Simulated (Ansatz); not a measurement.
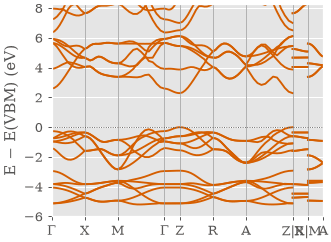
Fig. 1. Band structure from DFT-r²SCAN+D4 in the program Ansatz with PAW potentials

Task: Read off the gap and where the band edges lie.

Result: About 2.3 eV (2.29 eV by a search for the band edges); maximum at Z, minimum at Z.

Task: Which compound is it?
A. PbIF, P4/nmm (Pb on 2c, I on 2c, F on 2a)
B. LaBi2ClO4, P4/mmm (La on 1a, Bi on 2h, Cl on 1b, O on 4i)
C. SrHI, P4/nmm (Sr on 2c, H on 2a, I on 2c)
D. LuIO, P4/nmm (Lu on 2c, I on 2c, O on 2b)

Result: A, PbIF, P4/nmm (Pb on 2c, I on 2c, F on 2a)

The workflow started from a Materials Project entry (that database holds measured and hypothetical structures alike); the Crystallography Open Database files this formula in space group No. 129, but the cells were not matched. Its standing as an ambient phase is unchecked. The r²SCAN+D4 relaxation kept the symmetry of its start; its stability against distortions is not shown here. Scalar-relativistic: spin–orbit coupling is off unless named, which matters more the heavier the elements.

Potentials: the later of the program's two PAW sets.
